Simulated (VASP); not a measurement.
Band structure of CdO (rock salt). Computed with optB88-vdW, VASP's PBE PAW potentials (set 64) (plane waves; VASP).

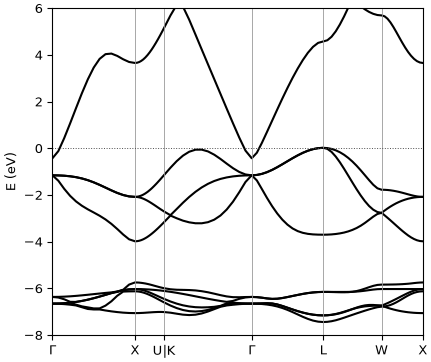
Fig. 1. Bands along high-symmetry lines, zero at the valence-band maximum or, without a gap, the Fermi level

### Question
Read the plot: is there a gap, and where are the band edges?

### Answer
It has no gap at this level: it comes out as a metal or semimetal. (Edges off the drawn lines would not show.)

The compound is CdO in the rock salt structure. It was relaxed first.
